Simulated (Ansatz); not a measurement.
**Run report: Si₄H₁₁ClO, single-point calculation**

Si₄H₁₁ClO, computed with RKS PBE0-D4/def2-TZVPP (Ansatz 0.2.0).

The geometry is the reactant side of a reaction. The reaction was set up to form Si1–Cl7 and Si2–H6 and to break Si1–Si2 and H6–Cl7 (atoms counted from 1 in the order of the input); sticks are drawn by distance alone. The geometry comes from this level: PBE0-D4/def2-TZVP.

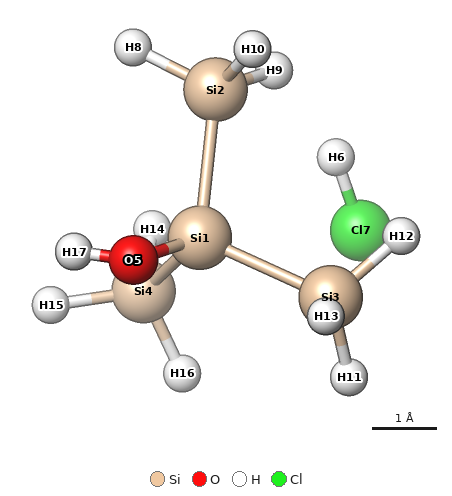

The input geometry (ball-and-stick view, seen at a tilt; atoms are numbered from 1 in the order of the input). Bond lengths as drawn: Cl–H 1.28 Å, H–O 0.96 Å, H–Si 1.49 to 1.50 Å, O–Si 1.67 Å and Si–Si 2.35 to 2.36 Å.

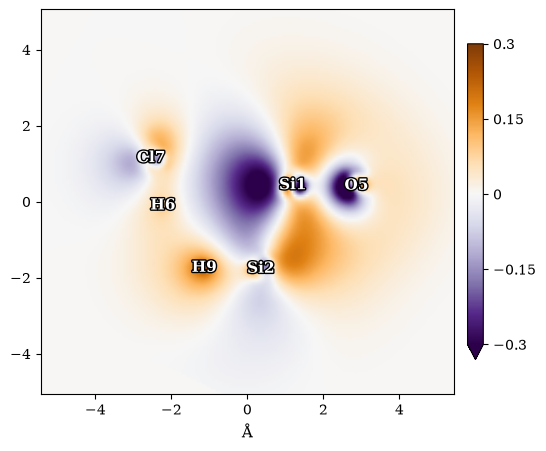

One frontier orbital on the plane of atoms Si2, Si1 and O5 (values in Å⁻³ᐟ²; the overall sign is arbitrary). The LUMO, at −1.12 eV. By Hirshfeld shares it lies mainly on Si1 (30 %), Si2 (15 %), Si4 (10 %) and Si3 (10 %).

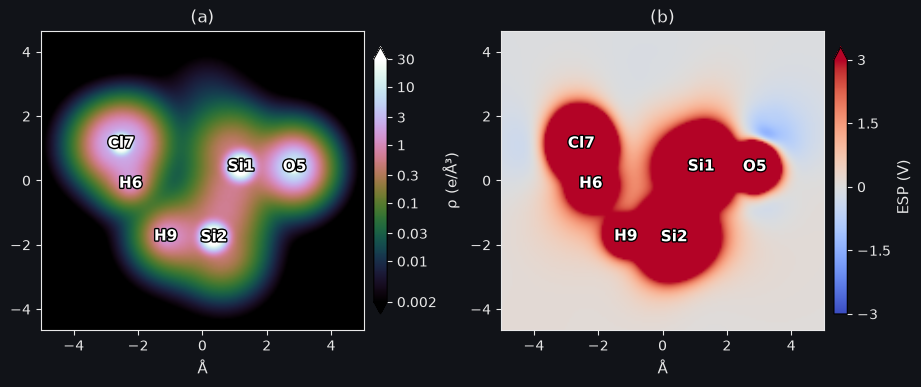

(a) electron density; (b) molecular electrostatic potential on the plane of atoms Si2, Si1 and O5. Atoms in the plane: Si, O, H and Cl. H6···H9 (1.97 Å): ρ at the midpoint is about 0.09 e/Å³ (a non-bonded, intermolecular contact). Cl–H (1.28 Å): ρ is about 2 e/Å³ halfway, with its minimum of 1.7 e/Å³ about 0.9 Å from Cl. Si–H (1.50 Å): ρ is about 0.77 e/Å³ halfway.

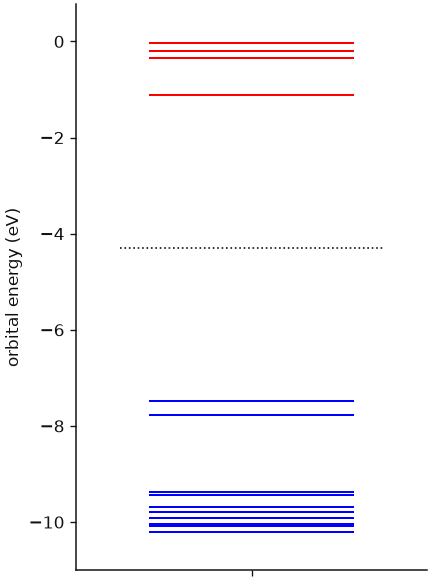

Orbital energies near the frontier; the dotted line parts filled from empty levels, and levels within 0.02 eV of each other stand side by side. Highest filled −7.48 eV, lowest empty −1.12 eV, 6.36 eV apart.

The input and output of the run follow.

### Input
```yaml
crystal:
  periodic: [false, false, false]
  atoms:
    - {symbol: Si, position_ang: [-0.372546, -0.583934, -0.406933]}
    - {symbol: Si, position_ang: [1.941977, -0.946026, -0.182781]}
    - {symbol: Si, position_ang: [-0.735636, 1.289174, -1.779108]}
    - {symbol: Si, position_ang: [-1.286719, -0.416867, 1.758763]}
    - {symbol: O, position_ang: [-1.086566, -1.856349, -1.216259]}
    - {symbol: H, position_ang: [1.604059, 1.813207, 1.132255]}
    - {symbol: Cl, position_ang: [0.639966, 2.638517, 1.331817]}
    - {symbol: H, position_ang: [2.232524, -2.182307, 0.596056]}
    - {symbol: H, position_ang: [2.567456, 0.191023, 0.563092]}
    - {symbol: H, position_ang: [2.631476, -1.040616, -1.497850]}
    - {symbol: H, position_ang: [-1.806390, 2.168114, -1.240537]}
    - {symbol: H, position_ang: [0.513865, 2.081586, -1.925200]}
    - {symbol: H, position_ang: [-1.142156, 0.791499, -3.121510]}
    - {symbol: H, position_ang: [-0.239542, -0.180389, 2.787397]}
    - {symbol: H, position_ang: [-1.921492, -1.736674, 2.052318]}
    - {symbol: H, position_ang: [-2.328664, 0.637257, 1.867999]}
    - {symbol: H, position_ang: [-1.211613, -2.667115, -0.719519]}
basis:
  gaussian: {orbitals: def2-TZVPP}
hamiltonian: {xc: pbe0, dispersion: d4}
output: {orbitals: {seedname: orbitals}}
```

Launch command:
```bash
ansatz run in.yaml --threads 4 --pin off --events-out ev --progress --plain --max-ram 66560MiB --backend cuda --devices 0, --max-vram 37GiB
```

### What the program printed
```
Functional definition: PBE0
  name "PBE0"
  cite "Adamo & Barone, J. Chem. Phys. 110, 6158 (1999) doi:10.1063/1.478522"
  cite "Perdew, Burke & Ernzerhof, Phys. Rev. Lett. 77, 3865 (1996) doi:10.1103/PhysRevLett.77.3865"
  parent pbe
  parameter a = 0.25
  parameter kappa = 0.804
  parameter beta = 0.06672455060314922
  exchange = (1 - a)*pbe_x(kappa = kappa, mu = beta*pi^2/3) + a*exact_x
  correlation = pbe_c(beta = beta)
2289 factors; their error is unknown
mean field evaluation 1: about -46238.2248 eV, gradient 5.2e1 eV
mean field evaluation 2: about -46227.9657 eV, gradient 9.0e1 eV
mean field evaluation 4: about -46242.8705 eV, gradient 3.0e0 eV
mean field evaluation 8: about -46242.8932 eV, gradient 4.3e-2 eV
mean field evaluation 16: about -46242.9942 eV, gradient 3.2e-5 eV
mean field -46242.99424155 eV, -1699.3986937498 hartree, gradient 3.2e-5 eV, S^2 0.000000; 0 other end points of the search recorded, 0 dependent functions left out
reference -46242.99428691 eV, -1699.3986954167 hartree; 46, 46 occupied and 349, 349 virtual orbitals, 2289 factors
Total energy: -46243.46741777 eV, -1699.4160826549 hartree
```

### Key numbers

```json
{"quantity": "outcome", "value": "converged"}
{"quantity": "total energy", "value": "−46243.4674 eV"}
{"quantity": "mean-field energy", "value": "−46242.9943 eV"}
{"quantity": "dispersion energy", "value": "−0.4731 eV"}
{"quantity": "SCF solution under orbital rotations", "value": "stable"}
{"quantity": "HOMO", "value": "−7.48 eV"}
{"quantity": "LUMO", "value": "−1.12 eV"}
{"quantity": "hardware", "value": "4 CPU threads, shared host"}
{"quantity": "wall time", "value": "6 s (CPU time 4.8 s)"}
{"quantity": "peak memory", "value": "0.9 GiB"}
```
